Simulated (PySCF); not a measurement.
## Electronic structure of C$_{4}$H$_{12}$AlF$_{2}$N in real space

```yaml
atoms:
  - { symbol: C, position_ang: [-1.3832, -0.1474, 0.6747] }
  - { symbol: N, position_ang: [-0.5111, 0.1887, -0.4621] }
  - { symbol: C, position_ang: [-0.0174, 1.5691, -0.3396] }
  - { symbol: C, position_ang: [-1.2379, 0.0195, -1.7273] }
  - { symbol: Al, position_ang: [1.0929, -1.1005, -0.4943] }
  - { symbol: C, position_ang: [1.9976, -0.7196, 1.2877] }
  - { symbol: F, position_ang: [2.4130, 0.5959, 1.3773] }
  - { symbol: F, position_ang: [1.1405, -0.9154, 2.3565] }
  - { symbol: H, position_ang: [-1.7428, -1.1790, 0.5616] }
  - { symbol: H, position_ang: [-0.8113, -0.0805, 1.6084] }
  - { symbol: H, position_ang: [-2.2476, 0.5380, 0.7127] }
  - { symbol: H, position_ang: [0.6482, 1.7925, -1.1846] }
  - { symbol: H, position_ang: [-0.8601, 2.2820, -0.3405] }
  - { symbol: H, position_ang: [0.5591, 1.6732, 0.5880] }
  - { symbol: H, position_ang: [-1.5745, -1.0222, -1.8200] }
  - { symbol: H, position_ang: [-2.1140, 0.6902, -1.7645] }
  - { symbol: H, position_ang: [-0.5692, 0.2494, -2.5681] }
  - { symbol: H, position_ang: [0.3545, -2.5224, -0.5651] }
  - { symbol: H, position_ang: [1.9027, -0.5610, -1.7685] }
  - { symbol: H, position_ang: [2.8936, -1.3309, 1.5128] }
```

Geometry: PBE0-D3(BJ)/def2-SVP.

Level of theory: PBE0/pcSseg-1, SCF density, gas phase, non-relativistic (PySCF 2.14.0).

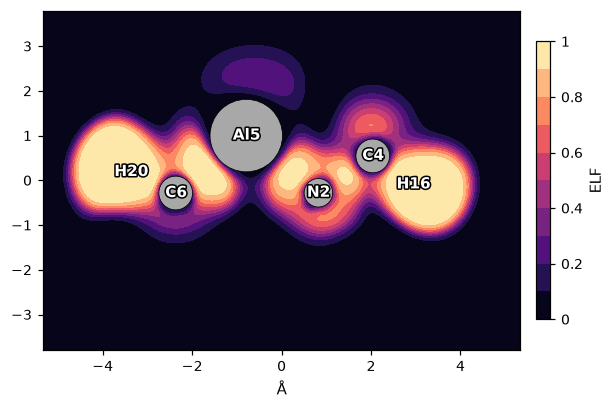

Figure 1. Electron localisation function on the plane of atoms N2, C4 and H16. Grey discs cover the atomic cores.

**Describe what can be read from this map.**

- The section cuts through N, C, Al and H sites.
- C–N (1.47 Å): the ELF peaks at about 0.95 between the atoms; localised, covalent bonding.
- C–Al (2.03 Å): the ELF peaks at about 1 between the atoms: a polar covalent bond.
- Al–N (2.06 Å): the ELF peaks at about 0.95 in the valence shell of N, 0.7 Å from its nucleus, and is about 0.80 at the midpoint.
- C–H (1.10 Å): the ELF climbs to about 1 towards the hydrogen, as it does in any bond to H: a covalent bond by its length.

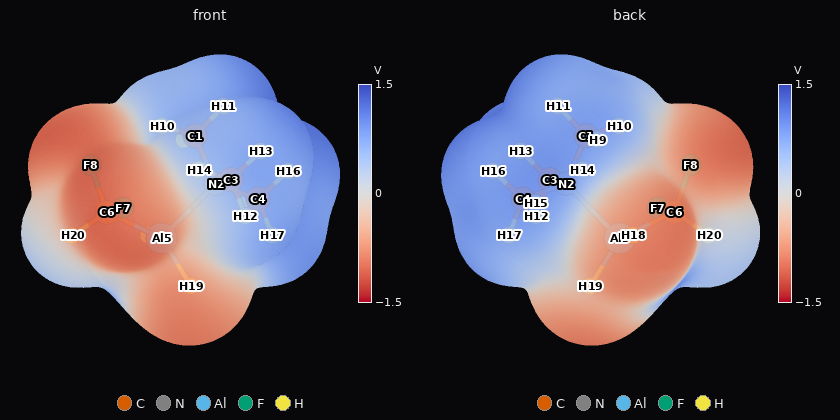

Figure 2. The electrostatic potential painted on the density surface at 0.001 e/bohr³, seen from the front and from behind; the colour scale runs from red (negative) to blue (positive).

**Which sites attract a positive test charge, and which a negative one?**

A positive charge is drawn to the negative regions and a negative charge to the positive ones. The most negative region (about −1.1 V) lies over F7 and F8, the most positive (about +1.2 V) over H11, H13 and H16.

**What dipole moment does the calculation give?**

Its dipole moment is 4.52 D.
